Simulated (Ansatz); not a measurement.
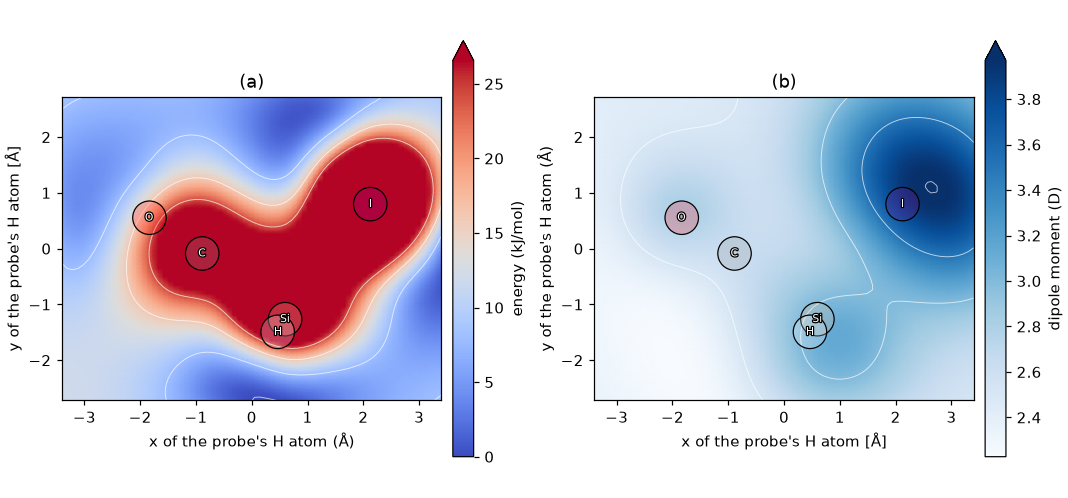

CHIOSi (SMILES O=C=[SiH]I) with the probe HF. The probe is moved over a plane parallel to the molecule's main plane, 1.76 Å above it. The first coordinate is: x of the probe's H atom; the second: y of the probe's H atom. Nothing is relaxed (molecule and probe rigid, the probe upright with H nearest the plane). The scan uses an 11 × 9 grid. Points are written as (first, second). All energies are given in kJ/mol relative to the lowest grid point. Theory: RKS PBE-D4/def2-SVPD in Ansatz 0.2.0.

Panel (a) is the energy; panel (b) is the computed dipole moment, in D.

The picture shows a smooth colour map with a few white contour lines, labelled circles for the molecule's atoms, projected on the plane, one colour for all values above the top of the scale. Between grid points the surface is interpolated.

**How does the dipole moment vary over the map, and what is it at the lowest grid point?**

Leaving out the highest fifth of the energies, it runs from 2.23 D at (−2.04 Å, −2.04 Å) to 3.75 D at (3.40 Å, 0.68 Å). At the lowest grid point, (0.00 Å, −2.72 Å), it is 2.63 D. That point lies on the edge of the scan.
